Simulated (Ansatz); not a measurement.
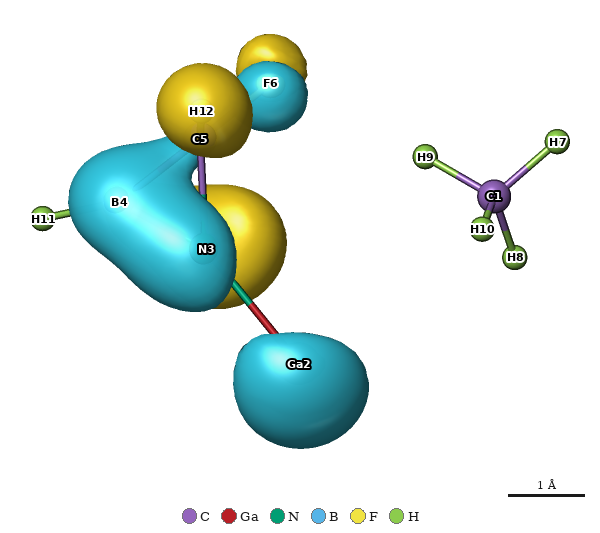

Figure 1: C₂H₆BFGaN. The HOMO−1 at ±0.15 Å⁻³ᐟ² (yellow and cyan are the two phases), seen across its widest extent.

At this geometry the atoms fall into two loosely joined parts.

Theory: RKS PBE-D4/def2-SVP in Ansatz 0.2.0.

```tsv
atom	x (Å)	y (Å)	z (Å)
C	-0.7217	-1.8663	-1.2197
Ga	-0.5151	-0.8275	2.0134
N	0.3039	0.8357	1.3819
B	0.5021	2.2142	1.4423
C	0.9572	1.4239	0.2063
F	0.1722	1.4220	-0.9535
H	-0.7860	-2.1954	-2.2740
H	-1.6885	-2.0733	-0.7219
H	-0.4975	-0.7831	-1.1965
H	0.0826	-2.4394	-0.7184
H	0.3000	3.1795	2.1325
H	1.9677	1.0546	-0.0582
```

Describe this orbital and give its energy.

Answer. It lies mainly on N3 (about 40 %), Ga2 (about 25 %), B4 (about 15 %), C5 (about 10 %), F6 (about 10 %) and H12 (about 5 %). Its energy is −6.99 eV.
